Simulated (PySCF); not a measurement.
B(Vi)2(NMe2), SMILES C=CB(C=C)N(C)C at its GFN2-xTB optimised geometry (Å):

```
20

B     -0.1818    -0.0482     0.0000
C     -0.9928    -1.3916     0.0005
C     -2.1837    -1.5534    -0.5634
H     -0.5787    -2.2531     0.5178
H     -2.7277    -2.4863    -0.5310
H     -2.6654    -0.7496    -1.0971
C     -0.9752     1.3076     0.0000
C     -2.0741     1.5456     0.7042
H     -0.6214     2.1108    -0.6417
H     -2.6044     2.4863     0.6678
H     -2.4877     0.8017     1.3666
N      1.2100    -0.0482     0.0000
C      2.0226     1.1389     0.1388
C      2.0366    -1.2258    -0.1344
H      2.7083     1.0289     0.9853
H      2.6230     1.3063    -0.7622
H      1.3964     2.0078     0.3154
H      2.7277    -1.1060    -0.9753
H      2.6321    -1.3875     0.7709
H      1.4240    -2.1026    -0.3174
```

Level of theory: CAM-B3LYP/def2-SVP (PySCF). Cells within 0.4 Å of a nucleus heavier than hydrogen are left out (blank, or x).

Map of the electrostatic potential (hartree/e), clipped to [-0.08, 0.12] on the plane z = 0.8 Å:

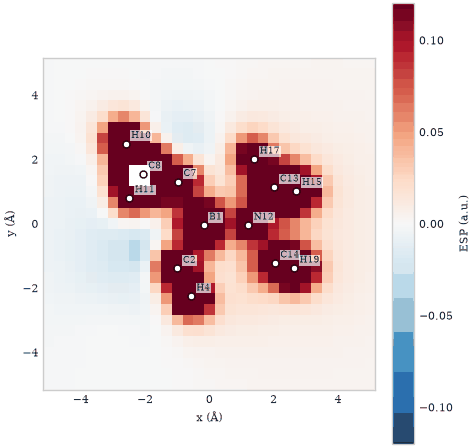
*Electrostatic potential (hartree/e), clipped to [-0.08, 0.12] on the plane z = 0.8 Å.*
